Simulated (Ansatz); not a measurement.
The starting structures come from a database of crystals and need not be the phases stable at ambient conditions.

 Where the default PAW files enter, the runs use the earlier of Ansatz's two default sets.

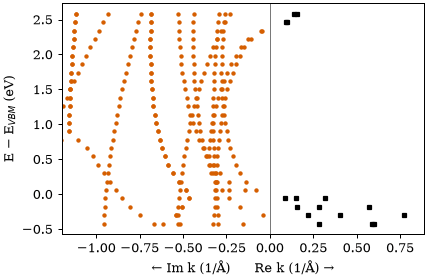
*Complex bands at the centre of the two-dimensional zone; PBEsol in Ansatz (an electronic-structure program)*

The gap is the functional's own. No spin-orbit coupling. Mid-gap values are interpolated on the energy grid.

Q: This is Li₉S₃N (Pm-3m, not sure to be the ambient phase, 13 atoms a cell, 12.5 Å³ an atom) along the normal of (110). Read off the slowest decay at the centre of the two-dimensional zone at 1.14 eV, the computed energy nearest the middle of the gap.

A: κ ≈ 0.26 1/Å, a decay length 1/(2κ) of the density of 1.9 Å.
